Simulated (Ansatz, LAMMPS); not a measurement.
# Molecular dynamics of amorphous 59Ga2O3-41P2O5 (mol %) (128 atoms), part 2 of 2

How do the atoms of amorphous 59Ga2O3-41P2O5 (mol %) (128 atoms) move, and what local order do they keep?

Ansatz 0.2.0; Kohn-Sham DFT, revPBE, PAW (set soft_2), plane waves.

The cell: 26 Ga, 18 P and 84 O. The quench rate of 100 K/ps far exceeds what a furnace or splat quench reaches. The network of bonds at the start is that of the classical potential that made the cell. The Brillouin zone is sampled at Γ only, in a cell whose shortest periodic width is 11 Å.

So far. Step 3 (Dynamics started at 300 K): Over the second half of 120 fs the temperature averages 423 K, falling from about 450 to 408 K (means over the first and last quarter of that half). The conserved energy stays within 0.11 meV/atom. From first frame to last O has the largest mean square displacement, 0.11 Å² at the end; the farthest move is 0.70 Å. The mean temperature of 423 K lies well off the 300 K of the input, so the thermostat hasn't yet brought the run to equilibrium.

### 5. Single point at the last frame (continued)

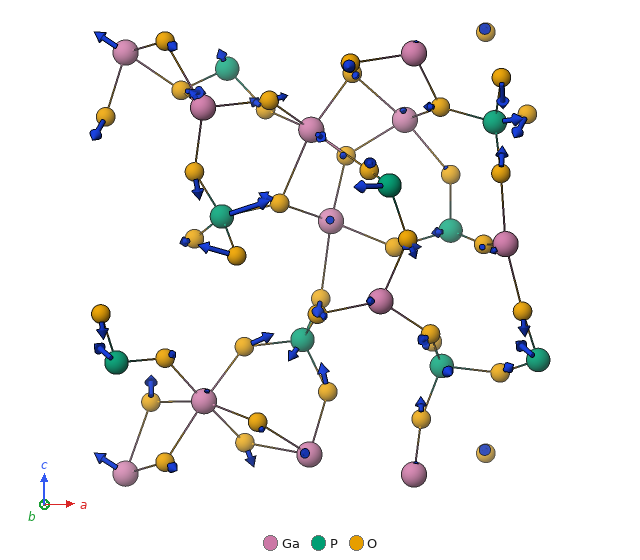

Forces as arrows; the longest in the cell is 3.75 eV/Å. Drawn is a slice 4 Å thick, seen along the normal of the ac plane. Bonds to atoms that aren't drawn are left out.

Löwdin charges by element and coordination (they lack the spilled electrons, 0.066 e an atom on average):

```
element  coordination  atoms  mean charge (e)  spread   least    most
     Ga           all     26             1.09  0.0324    1.03    1.15
     Ga             4      4             1.11  0.0179    1.09    1.14
     Ga             5     15             1.08   0.031    1.05    1.15
     Ga             6      7             1.07  0.0312    1.03    1.13
      O           all     84           -0.699  0.0278  -0.748  -0.618
      O             2     52           -0.713  0.0197  -0.748  -0.674
      O             3     27           -0.679  0.0188  -0.726  -0.636
      O             4      5           -0.651  0.0228  -0.685  -0.618
      P           all     18             2.16  0.0278    2.12    2.20
```

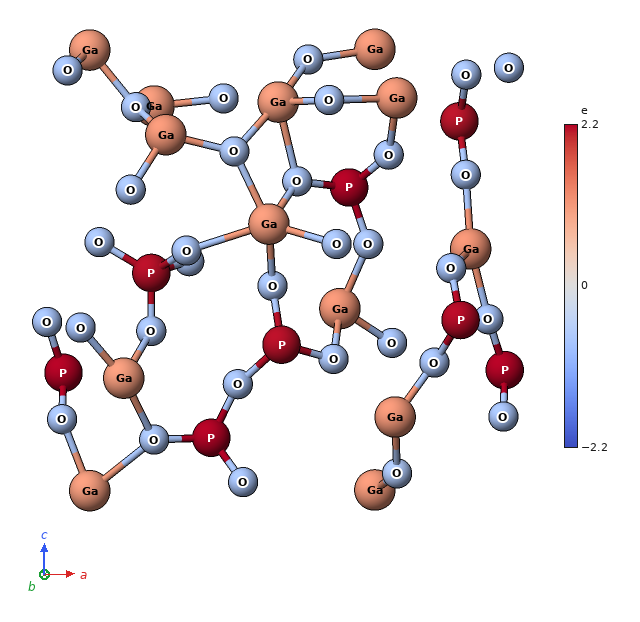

Atoms coloured by Löwdin charge. Drawn is a slice 4 Å thick, seen along the normal of the ac plane. Bonds to atoms that aren't drawn are left out.

Density of states as counts of states in windows of 1 eV (from the Fermi level), total and the larger projections:

```
from (eV)  to (eV)  total   O p   O s   Ga d
      -18      -17   18.4   0.2  13.6    1.6
      -17      -16    3.9   0.0   2.7    0.6
      -16      -15    0.7   0.0   0.0    0.7
      -15      -14   83.7   1.9   0.6   80.6
      -14      -13  168.3   3.3   2.2  161.5
      -13      -12    7.3   0.2   0.8    6.0
      -12      -11    2.0   1.1   0.2    0.1
      -11      -10    5.1   2.8   0.6    0.2
      -10       -9   16.2   8.9   1.9    0.5
       -9       -8   19.3  11.4   1.9    0.4
       -8       -7   30.0  19.3   1.4    0.4
       -7       -6   43.0  29.1   2.5    0.6
       -6       -5   49.0  34.7   3.1    0.6
       -5       -4   54.5  43.3   2.5    0.5
       -4       -3   73.4  63.7   1.8    0.6
       -3       -2   89.5  82.0   1.2    0.7
       -2       -1   85.2  80.9   0.7    0.5
       -1        0   35.7  34.2   0.3    0.2
        0        1    1.1   1.1   0.0    0.0
        1        2    1.5   0.2   0.4    0.0
        2        3    1.2   0.2   0.2    0.0
        3        4   12.2   2.7   1.8    0.0
        4        5   22.7   5.3   2.5    0.0
```

With fixed occupations the program's Fermi level is the highest filled level; weight inside the gap is the broadening of levels at its edges.

Between -23 and -18 eV lie 146 more states.

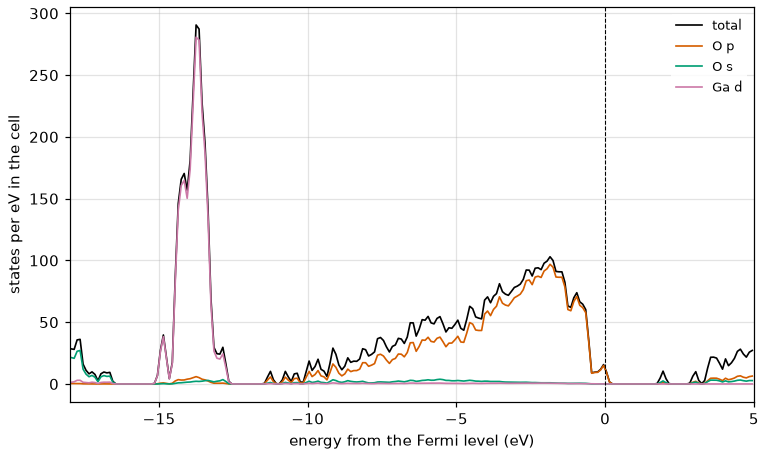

Total and projected density of states, with the broadening of the input.

The levels nearest the highest filled one (over half full), pooled over k-points and spins:

```
level less the highest filled one (eV)  occupation
                                 -0.61           2
                                -0.591           2
                                -0.571           2
                                -0.314           2
                                -0.116           2
                                     0           2
                                  1.94           0
                                  3.02           0
                                  3.47           0
                                  3.57           0
                                  3.64           0
                                  3.76           0
```

Mean Löwdin charges: Ga +1.09, O -0.70, P +2.16 e (they miss 0.91 % of the electrons, so they add up to more than the cell's charge).

### 6. Summary of results

```json
{"mean temperature, second half": "423.3 K", "temperature swing, second half": "22.51 K", "slope of the conserved energy against time, by least squares": "-0.3098 meV/atom/ps", "free energy per atom": "-1249.2518 eV/atom", "pressure": "2.054 GPa", "r.m.s. force component": "0.8979 eV/Å", "gap (highest filled to lowest empty level)": "1.945 eV", "wall time of the 3 DFT runs": "62 min"}
```

In words: Over the second half of 120 fs the temperature averages 423 K, falling from about 450 to 408 K (means over the first and last quarter of that half). The conserved energy stays within 0.11 meV/atom. The mean temperature of 423 K lies well off the 300 K of the input, so the thermostat hasn't yet brought the run to equilibrium. The count of bonds goes from 212 in the first frame to 205 in the last, by one set of cutoffs: 10 pairs passed out of them and 3 came within. The run spans 0.12 ps, too short for its means to be equilibrium values. Counting bonds as in the table, 58 % of Ga atoms have 5, 62 % of O atoms have 2 and all P atoms have 4 bonded neighbours. 62 % of the oxygens bridge two formers (P and Ga) and 0 % are non-bridging; 32 % join three; 6 % join four.

The highest filled and lowest empty levels differ by 1.94 eV (at Γ alone); a semilocal functional tends to put such gaps too low. In a disordered cell it changes from sample to sample, and tail or defect levels can set it.

Caveats: The starting topology of bonds comes from the classical model; in DFT 10 of its 212 bonded pairs passed out of the cutoffs and 3 came within them. The stress is far from hydrostatic: its diagonal is 4.1, 1.5, 0.6 GPa, compression counted positive. The pressure of 2.1 GPa is that of one thermal frame at a volume set beforehand, without the kinetic term.

[Logs are printed without paths, hosts, clocks, repeated set-up lines and the standing remarks that a program may print on its own settings, such as how far it seeks lower states.]

[Hosts, paths, dates, database ids (printed as entryN), source tags and the programs' standing remarks are cut or masked in the printed files.]
